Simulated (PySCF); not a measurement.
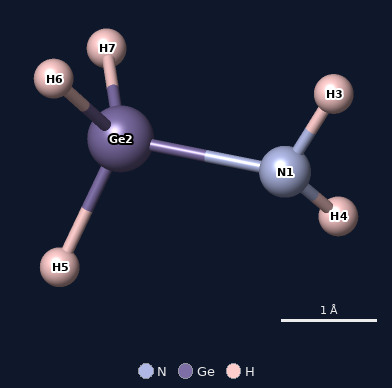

Fig. 1: The structure as given in the input (ball-and-stick view, seen at a tilt; atoms are numbered from 1 in the order of the input). Sticks mark near contacts. Bond lengths as drawn: Ge–H 1.54 to 1.55 Å, Ge–N 1.84 Å and H–N 1.02 Å.

## GeNH5: one change and its effect

System: GeNH5, SMILES [NH2][GeH3].
Method of run 1: TDDFT PBE0/6-31G*, vertical, gas phase, core orbitals frozen in the response (PySCF 2.14.0).

The geometry comes from this level: PBE0-D3(BJ)/def2-SVP. Text and figures count atoms from 1; the logs count them from 0 in places.

**Input, run 1**
```
{"job": {"kind": "uv", "xc": "PBE0", "basis": "6-31G*"}, "charge": 0, "multiplicity": 1}
N      0.932905    -0.168766     0.278823
Ge    -0.879281     0.018389     0.039357
H      1.496292     0.433560    -0.315665
H      1.273760    -1.121147     0.178125
H     -1.566253    -0.890404     1.073139
H     -1.214559     1.496162     0.305289
H     -1.398608    -0.359955    -1.371686
```

The first line tells a small driver script what to run in PySCF; the rest is the geometry in Å.

Launched with:
```bash
OMP_NUM_THREADS=1 python <driver script> task.json out
```

Hardware: 1 CPU thread, shared host.

**Output (run 1)**
```
coarse grid: 24896 points
cycle   1  E = -2134.0869310277  dE = -6.614e-01  |g| = 5.022e-01  |ddm| = 2.238e+00
cycle   2  E = -2134.0427539801  dE =  4.418e-02  |g| = 6.754e-01  |ddm| = 8.121e-01
cycle   3  E = -2134.1273384462  dE = -8.458e-02  |g| = 6.189e-02  |ddm| = 5.436e-01
cycle   4  E = -2134.1281432014  dE = -8.048e-04  |g| = 1.646e-02  |ddm| = 5.751e-02
cycle   5  E = -2134.1281764416  dE = -3.324e-05  |g| = 2.458e-03  |ddm| = 1.161e-02
cycle   6  E = -2134.1281776936  dE = -1.252e-06  |g| = 2.781e-04  |ddm| = 2.935e-03
final grid: 50896 points
cycle   7  E = -2134.1281495599  dE = -6.881e-09  |g| = 3.023e-04  |ddm| = 6.897e-04
cycle   8  E = -2134.1281495503  dE =  9.662e-09  |g| = 3.911e-04  |ddm| = 5.768e-04
cycle   9  E = -2134.1281495776  dE = -2.735e-08  |g| = 3.834e-05  |ddm| = 2.959e-04
cycle  10  E = -2134.1281495779  dE = -2.997e-10  |g| = 8.708e-06  |ddm| = 3.839e-05
converged SCF energy = -2134.1281495779

Static polarisability (au): isotropic 32.176, principal 29.842 31.563 35.125

Singlet excitations
state   eV       nm        f      main configurations
  1   6.2061    199.8   0.03619   H->L 0.98
  2   7.9674    155.6   0.00032   H->L+1 0.99
  3   8.1872    151.4   0.01369   H->L+2 0.96
  4   8.6976    142.5   0.00292   H-1->L 0.99
  5   8.7605    141.5   0.00231   H-2->L 0.65, H->L+3 0.23, H->L+4 0.10
  6   8.8820    139.6   0.02629   H->L+3 0.52, H->L+4 0.34
  7   9.1458    135.6   0.07534   H->L+4 0.51, H-2->L 0.28, H->L+3 0.14
  8   9.2481    134.1   0.00987   H->L+5 0.97
  9  10.1212    122.5   0.26106   H-3->L 0.84
 10  10.4002    119.2   0.01674   H-2->L+1 0.59, H-1->L+2 0.33

Triplet excitations (Tamm-Dancoff, eV): 5.6324 7.7062 7.7769 8.0163
```

The input of run 2 differs as follows (lines with − go, lines with + come):
```diff
-"basis": "6-31G*"
+"basis": "def2-SVP"
```

Predict how the results change.

The total energy of run 2 is 4.8 kcal/mol higher, which measures the change of basis and not a stability. The HOMO goes from −7.00 to −7.09 eV. The LUMO goes from 0.74 to 0.88 eV. The dipole moment goes from 1.30 to 1.23 D. The lowest excitation goes from 6.21 to 6.40 eV. The strongest computed line goes from 10.12 to 10.21 eV. The number of SCF iterations is the same. The basis functions go from 56 to 71.

**Output (run 2)**
```
coarse grid: 24896 points
cycle   1  E = -2134.0795606944  dE = -6.794e-01  |g| = 4.965e-01  |ddm| = 2.382e+00
cycle   2  E = -2134.0359931084  dE =  4.357e-02  |g| = 6.665e-01  |ddm| = 8.878e-01
cycle   3  E = -2134.1196503713  dE = -8.366e-02  |g| = 6.388e-02  |ddm| = 5.945e-01
cycle   4  E = -2134.1205248565  dE = -8.745e-04  |g| = 1.627e-02  |ddm| = 6.336e-02
cycle   5  E = -2134.1205595480  dE = -3.469e-05  |g| = 2.302e-03  |ddm| = 1.285e-02
cycle   6  E = -2134.1205608089  dE = -1.261e-06  |g| = 2.728e-04  |ddm| = 3.065e-03
final grid: 50896 points
cycle   7  E = -2134.1205278806  dE = -8.906e-09  |g| = 2.607e-04  |ddm| = 6.686e-04
cycle   8  E = -2134.1205278760  dE =  4.611e-09  |g| = 3.220e-04  |ddm| = 5.197e-04
cycle   9  E = -2134.1205278938  dE = -1.777e-08  |g| = 3.274e-05  |ddm| = 2.654e-04
cycle  10  E = -2134.1205278940  dE = -2.356e-10  |g| = 8.880e-06  |ddm| = 3.475e-05
converged SCF energy = -2134.1205278940

Static polarisability (au): isotropic 34.850, principal 32.779 34.654 37.116

Singlet excitations
state   eV       nm        f      main configurations
  1   6.3980    193.8   0.02245   H->L 0.98
  2   7.7476    160.0   0.00352   H->L+1 0.99
  3   8.0805    153.4   0.03034   H->L+2 0.86, H->L+3 0.12
  4   8.5910    144.3   0.01219   H->L+4 0.93
  5   8.6441    143.4   0.06263   H->L+3 0.72, H-2->L 0.12, H->L+2 0.10
  6   8.8390    140.3   0.01144   H-1->L 0.97
  7   9.0338    137.2   0.00706   H->L+5 0.98
  8   9.1144    136.0   0.10455   H-2->L 0.82, H->L+3 0.09
  9  10.1380    122.3   0.00227   H-2->L+1 0.66, H-1->L+3 0.31
 10  10.2075    121.5   0.17394   H-3->L 0.70, H-1->L+1 0.17

Triplet excitations (Tamm-Dancoff, eV): 5.8222 7.3856 7.5414 7.8149
```

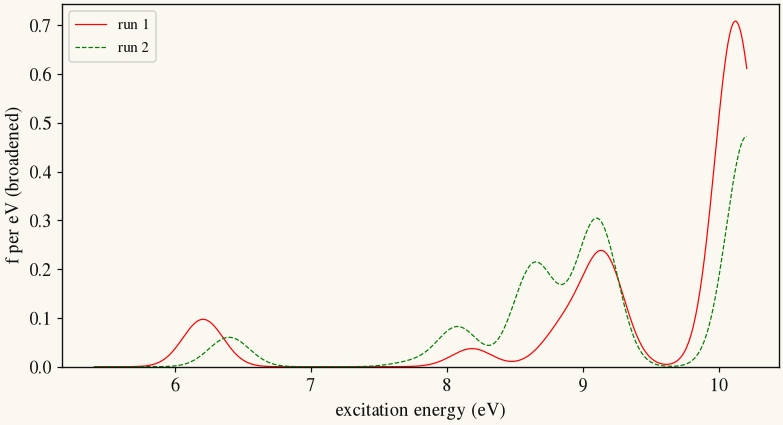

Fig. 2: Absorption of the two runs from their computed states, each broadened by a Gaussian of 0.35 eV full width; the range ends where the shorter list of states ends.

**The two runs side by side**

| quantity | run 1 | run 2 |
| --- | --- | --- |
| outcome | converged | converged |
| total energy (hartree) | −2134.128150 | −2134.120528 |
| HOMO (eV) | −7.00 | −7.09 |
| LUMO (eV) | 0.74 | 0.88 |
| dipole moment (D) | 1.30 | 1.23 |
| lowest excitation (eV) | 6.21 | 6.40 |
| SCF iterations | 10 | 10 |
| strongest computed line (eV) | 10.12 | 10.21 |
| basis functions | 56 | 71 |
| wall time (shared host) | 4.9 s | 6.1 s |

For both runs: Spin–orbit coupling is left out, which matters for the heavy atoms.
